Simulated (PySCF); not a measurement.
# C6H8, SMILES `C=CC=CC=C`: electronic structure

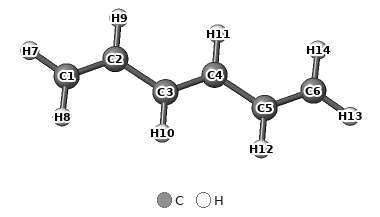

The molecule, with its atoms numbered as below. No frequency check shows the geometry to be a minimum.

Geometry (Å), atoms numbered from 1:

```
C1       3.0430    0.1668    0.0000
C2       1.8488   -0.4222    0.0000
C3       0.6026    0.2965    0.0000
C4      -0.6026   -0.2965    0.0000
C5      -1.8488    0.4222    0.0000
C6      -3.0430   -0.1668    0.0000
H7       3.9589   -0.3984    0.0000
H8       3.1413    1.2401    0.0000
H9       1.7781   -1.5027    0.0000
H10      0.6676    1.3776    0.0000
H11     -0.6676   -1.3776    0.0000
H12     -1.7781    1.5027    0.0000
H13     -3.9589    0.3984    0.0000
H14     -3.1413   -1.2401    0.0000
```

## 1. Bonding charge

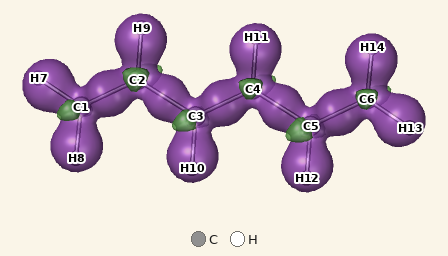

Deformation density (molecule less spherical, spin-averaged free atoms at the same positions), surfaces at ±0.1 e/Å³; purple: gain, green: loss.

PySCF calculation, PBE/aug-cc-pVDZ, gas phase; geometry: GFN2-xTB.

Describe the bonding that the map shows.

Answer. C1–H7 and C6–H13: +0.68 e/Å³ at the bond critical point (bond length 1.08 Å). C2–H9 and C5–H12: +0.68 e/Å³ at the bond critical point (bond length 1.08 Å). C1–H8 and C6–H14: +0.68 e/Å³ at the bond critical point (bond length 1.08 Å). C3–H10 and C4–H11: +0.67 e/Å³ at the bond critical point (bond length 1.08 Å). C1–C2 and C5–C6: +0.65 e/Å³ at the bond critical point (bond length 1.33 Å). C3–C4: +0.64 e/Å³ at the bond critical point (bond length 1.34 Å). C2–C3 and C4–C5: +0.52 e/Å³ at the bond critical point (bond length 1.44 Å). In all, 3.0 electrons gather in the regions of gain relative to the promolecule.

Where do the Hirshfeld charges lie?

Answer. The highest Hirshfeld charge is on H9 and H12 (+0.05 e), the lowest on C1 and C6 (−0.09 e).

```
atom  charge (e)
  C1       −0.09
  C2       −0.04
  C3       −0.04
  C4       −0.04
  C5       −0.04
  C6       −0.09
  H7       +0.04
  H8       +0.04
  H9       +0.05
 H10       +0.05
 H11       +0.05
 H12       +0.05
 H13       +0.04
 H14       +0.04
```

## 2. Bond critical points

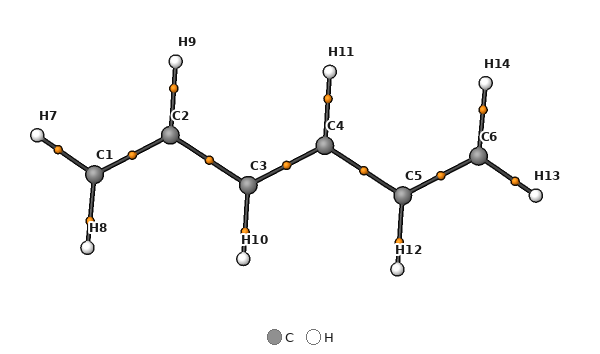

Molecular graph of the electron density (QTAIM): bond paths, bond critical points (orange), ring points (yellow, if any); weak paths are dashed.

How many critical points of each kind are there, and does the count close?

Answer. 14 nuclei, 13 bond, 0 ring and 0 cage critical points: 14 − 13 + 0 − 0 = 1, as the Poincaré–Hopf relation requires.

Tabulate density, Laplacian, ellipticity and energy density at the bond critical points (atomic units).

Answer.
```csv
bond,length (Å),ρ (a.u.),∇²ρ (a.u.),ε,H (a.u.)
C1–C2 (2 alike),1.332,0.337,−0.86,0.29,−0.349
C3–C4,1.343,0.332,−0.84,0.27,−0.336
C1–H7 (2 alike),1.076,0.282,−1.05,0.01,−0.305
C2–C3 (2 alike),1.439,0.281,−0.65,0.10,−0.242
C1–H8 (2 alike),1.078,0.280,−1.04,0.01,−0.303
C2–H9 (2 alike),1.083,0.280,−1.03,0.00,−0.299
C3–H10 (2 alike),1.083,0.279,−1.02,0.01,−0.298
```

What kind of interaction is C1–C2?

Answer. Shared-shell (covalent): ρ = 0.337, ∇²ρ = −0.86, H = −0.349 a.u. Its ellipticity of 0.29 shows that the density isn't cylindrical about the bond.

## 3. Local ionisation energy

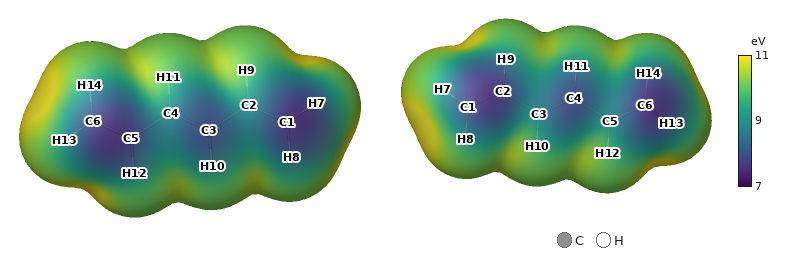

Average local ionisation energy on the surface of electron density 0.001 a.u. (back view left, front view right).

Locate the minima of the map.

Answer. The lowest value is 7.4 eV, off the molecular plane, over C6 (2.1 Å), and at like points elsewhere. For comparison, the highest occupied orbital lies at −5.4 eV.

## 4. Localised orbitals

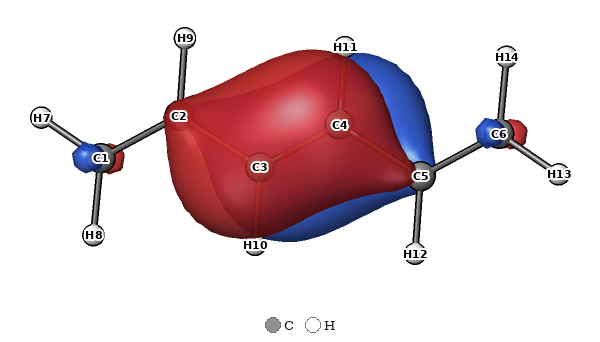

Pipek–Mezey orbitals, occupied; each surface holds about 85 % of the orbital's density. Energies are diagonal elements of the Fock matrix.

Level of theory: M06-2X/6-31+G* (PySCF), at a geometry from GFN2-xTB.

What does this orbital represent?

Answer. π bond C3–C4 (C3 46 %, C4 46 %; −9.6 eV).
